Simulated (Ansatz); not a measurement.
# CH6AlO+: functionals against CCSD(T) at one geometry

How do the functionals fare away from a minimum? The structure is a structure displaced at random from a GFN2-xTB minimum.

Method: single points in def2-TZVPP; program: Ansatz 0.2.0, Gaussian basis.

Correlated methods freeze the cores.

## (1) Starting geometry

SMILES `[CH3][AlH][OH2+]`, 9 atoms, charge 1, spin multiplicity 1.

Atoms are counted from 1 here; the program's logs count them from 0.

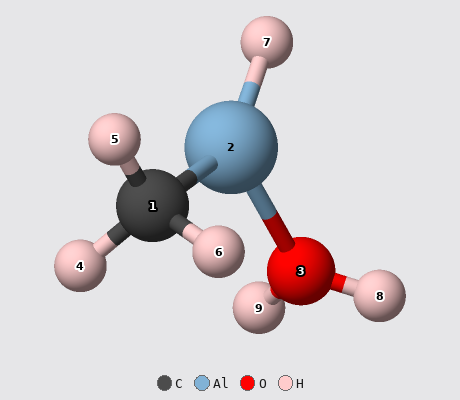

The starting geometry (carbon dark grey, aluminium light blue, oxygen red, hydrogen pink); atoms are numbered from 1 in the order of the file.

Coordinates:

```xyz
9
CH6AlO
C    -0.81760    1.05730   -0.73310
Al    0.69690   -0.13280   -0.42180
O     0.47730   -1.16790    1.17390
H    -1.75010    0.46810   -0.86800
H    -0.73330    1.70270   -1.59870
H    -0.92590    1.79420    0.14120
H     2.07660   -0.64930   -0.87520
H     0.83370   -0.99990    2.02860
H     0.09360   -2.07680    1.13910
```

## (2) CCSD(T)/def2-TZVPP

File run/in.yaml:

```yaml
crystal:
  periodic: [false, false, false]
  atoms:
    - {symbol: C, position_ang: [-0.817600, 1.057300, -0.733100]}
    - {symbol: Al, position_ang: [0.696900, -0.132800, -0.421800]}
    - {symbol: O, position_ang: [0.477300, -1.167900, 1.173900]}
    - {symbol: H, position_ang: [-1.750100, 0.468100, -0.868000]}
    - {symbol: H, position_ang: [-0.733300, 1.702700, -1.598700]}
    - {symbol: H, position_ang: [-0.925900, 1.794200, 0.141200]}
    - {symbol: H, position_ang: [2.076600, -0.649300, -0.875200]}
    - {symbol: H, position_ang: [0.833700, -0.999900, 2.028600]}
    - {symbol: H, position_ang: [0.093600, -2.076800, 1.139100]}
basis:
  gaussian: {orbitals: def2-TZVPP}
total_charge: 1
correlation: {method: ccsd_t}
output: {forces: true}
```

No record of the launch command was kept for these runs.

## (3) PBE0-D4/def2-TZVPP

Changes to run/in.yaml since step 2:

```diff
@@ -15,3 +15,3 @@
 total_charge: 1
-correlation: {method: ccsd_t}
-output: {forces: true}
+hamiltonian: {xc: pbe0, dispersion: d4}
+output: {forces: true, orbitals: {seedname: orbitals}}
```

## (4) wB97M-V/def2-TZVPP

Changes to run/in.yaml since step 3:

```diff
@@ -15,3 +15,3 @@
 total_charge: 1
-hamiltonian: {xc: pbe0, dispersion: d4}
-output: {forces: true, orbitals: {seedname: orbitals}}
+hamiltonian: {xc: {name: wB97M-V}}
+output: {forces: true}
```

## (5) r2SCAN-D4/def2-TZVPP

Changes to run/in.yaml since step 4:

```diff
@@ -15,3 +15,3 @@
 total_charge: 1
-hamiltonian: {xc: {name: wB97M-V}}
+hamiltonian: {xc: r2scan, dispersion: d4}
 output: {forces: true}
```

## (6) PBE-D4/def2-TZVPP

Changes to run/in.yaml since step 5:

```diff
@@ -15,3 +15,3 @@
 total_charge: 1
-hamiltonian: {xc: r2scan, dispersion: d4}
+hamiltonian: {xc: pbe, dispersion: d4}
 output: {forces: true}
```

## (7) HSE06-D4/def2-TZVPP

Changes to run/in.yaml since step 6:

```diff
@@ -15,3 +15,3 @@
 total_charge: 1
-hamiltonian: {xc: pbe, dispersion: d4}
+hamiltonian: {xc: hse06, dispersion: d4}
 output: {forces: true}
```

## (8) r2SCANh-D4/def2-TZVPP

Changes to run/in.yaml since step 7:

```diff
@@ -15,3 +15,3 @@
 total_charge: 1
-hamiltonian: {xc: hse06, dispersion: d4}
+hamiltonian: {xc: {name: r2SCANh}, dispersion: d4}
 output: {forces: true}
```

(Steps that only read results are left out.)

**Question.** What will these runs give? Wanted: energy less free atoms, CCSD(T)/def2-TZVPP; RMS force component; RMS force error; HOMO and LUMO, PBE0-D4; T1 diagnostic.

The runs gave:

```
                                  quantity                                                                                               value
energy less free atoms, CCSD(T)/def2-TZVPP                                                                                     -535.2 kcal/mol
                       RMS force component                                                                0.678 to 0.700 eV/Å over the methods
                           RMS force error  PBE0-D4 0.058, wB97M-V 0.061, r2SCAN-D4 0.068, PBE-D4 0.179, HSE06-D4 0.057, r2SCANh-D4 0.064 eV/Å
                    HOMO and LUMO, PBE0-D4                                                                                 -13.37 and -6.30 eV
                             T1 diagnostic                                                                                               0.009
```

What this shows: Against CCSD(T) the functionals' energies less atoms differ by -17.1 to -7.2 kcal/mol, PBE-D4 by -16.1 kcal/mol. A larger basis would deepen the CCSD(T) value, while the functionals are nearly converged already, so the order here is not reliable. The forces of HSE06-D4 come nearest to CCSD(T), those of PBE-D4 are farthest. Frozen-core CCSD(T) forces in triple zeta carry basis errors of their own, and this is one geometry, so small gaps rank nothing.
